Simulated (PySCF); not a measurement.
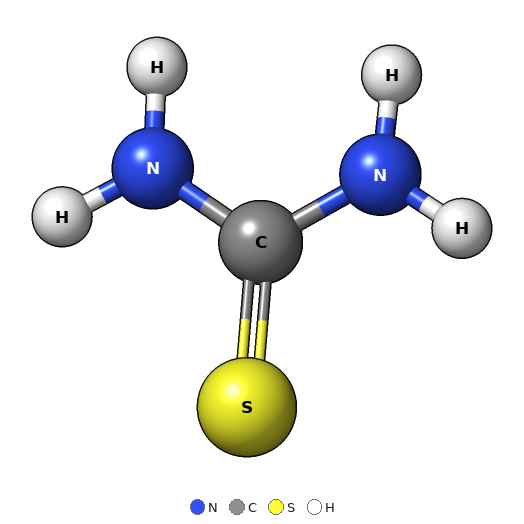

A ball-and-stick model of a molecule. Multiple sticks mark multiple bonds (one Kekulé form).

Computed geometry: PBE0-D3(BJ)/def2-SVP optimisation. No frequency run is at hand to confirm it as a minimum.

Identify the structure.

It has 8 atoms: 1 carbon, 4 hydrogen, 2 nitrogen and 1 sulfur (CH₄N₂S). As SMILES it reads `NC(N)=S`. It has no ring. All atoms lie on one plane. Coordination: 2 N trigonal planar; 1 C trigonal planar.

The parts below concern this one geometry. Atoms keep their numbers from picture to picture.

Levels of theory compared

No frequency run is at hand to confirm it as a minimum. Program: PySCF 2.14.0.

At this fixed geometry, give dipole (D), HOMO energy (eV) at these levels: B97-2/pcSseg-2; BHandHLYP/aug-pcX-1 (pcseg-1 on H) (def2-SVPD on S); PBE0/pcSseg-1; PBE0/pcSseg-1 in chloroform (IEF-PCM); PBE0/pcSseg-1 in methanol (IEF-PCM); ωB97X-D/def2-SVPD; ωB97X-D/def2-SVPD in chloroform (IEF-PCM).

```csv
level,dipole (D),HOMO energy (eV)
B97-2/pcSseg-2,5.52,−5.76
BHandHLYP/aug-pcX-1 (pcseg-1 on H) (def2-SVPD on S),5.55,−7.15
PBE0/pcSseg-1,5.56,−5.92
PBE0/pcSseg-1 in chloroform (IEF-PCM),7.06,−6.28
PBE0/pcSseg-1 in methanol (IEF-PCM),7.64,−6.45
ωB97X-D/def2-SVPD,5.62,−7.89
ωB97X-D/def2-SVPD in chloroform (IEF-PCM),7.31,−8.24
```

Polarisability

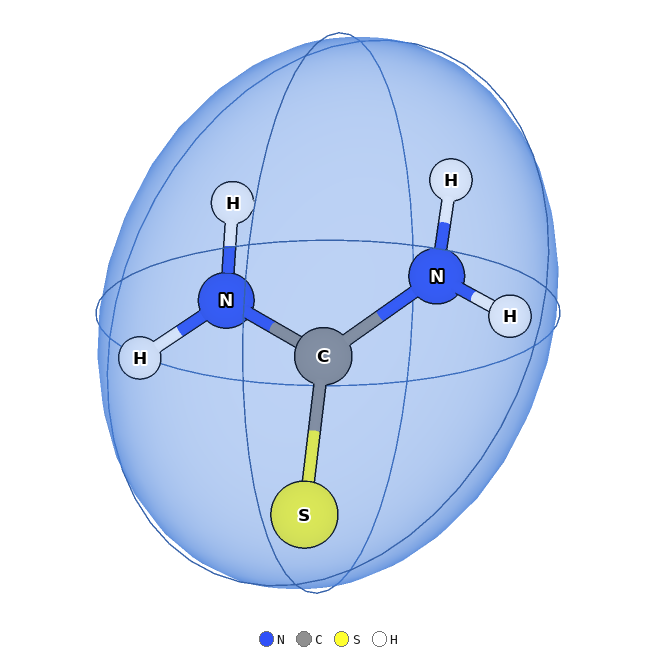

The ellipsoid shows the static dipole polarisability: its half-axes are proportional to the principal values. No frequency run is at hand to confirm it as a minimum. Level of theory: ωB97X-D/def2-SVPD in chloroform (IEF-PCM) (PySCF 2.14.0).

Give the principal values, the mean and the anisotropy.

Answer. Principal values 50.3, 73.7, 88.5 bohr³; mean 70.8 bohr³ (10.49 Å³); anisotropy 33.4 bohr³, so the longest axis is 1.76 times the shortest.

Excitation

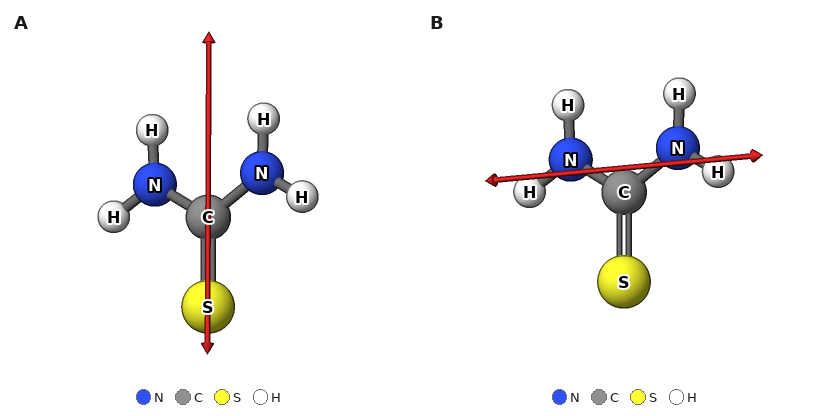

The double arrows show the directions of two transition dipoles from the ground state (lengths mean nothing). No frequency run is at hand to confirm it as a minimum. Method: TDDFT ωB97X-D/def2-SVPD, vertical, gas phase, core orbitals frozen in the response (PySCF 2.14.0).

One belongs to singlet state 2 and one to singlet state 3. Which is which?

Answer. A: state 2, 5.35 eV (232 nm), oscillator strength 0.21, mainly HOMO−1 → LUMO (weight 0.94).
B: state 3, 5.87 eV (211 nm), oscillator strength 0.081, mainly HOMO → LUMO+1 (weight 0.82).
